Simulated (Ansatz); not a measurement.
## Run report: SiH2, single-point calculation

- system: SiH2, SMILES [SiH2]
- method: RKS r2SCAN0-D4/def2-TZVPP (Ansatz 0.2.0)

The geometry comes from this level: PBE0-D4/def2-TZVP.

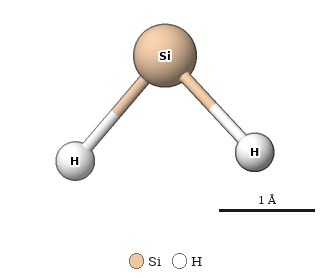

Figure 1. The input geometry (ball-and-stick view, seen at a tilt). Bond lengths as drawn: H–Si 1.53 Å.

Summary

- outcome: converged
- total energy: −7906.9602 eV
- mean-field energy: −7906.9545 eV
- dispersion energy: −0.0057 eV
- SCF solution under orbital rotations: stable
- HOMO: −7.00 eV
- LUMO: −3.00 eV
- hardware: 2 CPU threads, shared host
- peak memory: 0.13 GiB

The input
```yaml
crystal:
  periodic: [false, false, false]
  atoms:
    - {symbol: Si, position_ang: [-0.491202, 0.468571, -0.213612]}
    - {symbol: H, position_ang: [0.840317, 0.578644, 0.522462]}
    - {symbol: H, position_ang: [-0.349116, -1.047214, -0.308851]}
basis:
  gaussian: {orbitals: def2-TZVPP}
hamiltonian: {xc: {name: r2SCAN0}, dispersion: d4}
output: {orbitals: {seedname: orbitals}}
```

The program's output
```
Functional definition: r2SCAN0
  name "r2SCAN0"
  cite "Bursch, Neugebauer, Ehlert & Grimme, J. Chem. Phys. 156, 134105 (2022) doi:10.1063/5.0086040"
  cite "Furness, Kaplan, Ning, Perdew & Sun, J. Phys. Chem. Lett. 11, 8208 (2020) doi:10.1021/acs.jpclett.0c02405"
  cite "Furness, Kaplan, Ning, Perdew & Sun, J. Phys. Chem. Lett. 11, 9248 (2020) doi:10.1021/acs.jpclett.0c03077"
  parent r2scan
  parameter a = 0.25
  parameter k0 = 0.174
  parameter k1 = 0.065
  parameter a1 = 4.9479
  exchange = (1 - a)*r2scan_x(k0 = k0, k1 = k1, a1 = a1) + a*exact_x
  correlation = r2scan_c
409 factors; their error is unknown
mean field evaluation 1: about -7906.6772 eV, gradient 8.4e0 eV
mean field evaluation 2: about -7906.8967 eV, gradient 3.4e0 eV
mean field evaluation 4: about -7906.9401 eV, gradient 1.2e-1 eV
mean field evaluation 8: about -7906.9545 eV, gradient 1.2e-2 eV
mean field -7906.95445418 eV, -290.5752166648 hartree, gradient 9.6e-6 eV, S^2 0.000000; 0 other end points of the search recorded, 0 dependent functions left out
reference -7906.95446128 eV, -290.5752169259 hartree; 8, 8 occupied and 62, 62 virtual orbitals, 409 factors
Total energy: -7906.96020585 eV, -290.5754280350 hartree
```

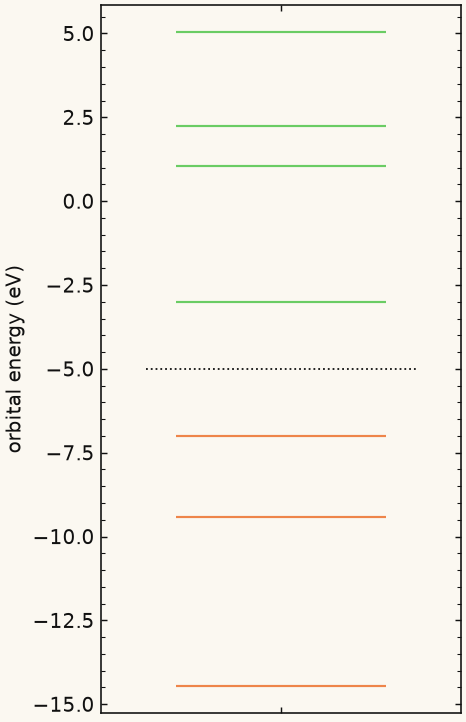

Figure 2. Orbital energies near the frontier; the dotted line parts filled from empty levels, and levels within 0.02 eV of each other stand side by side. Highest filled −7.00 eV, lowest empty −3.00 eV, 4.00 eV apart.
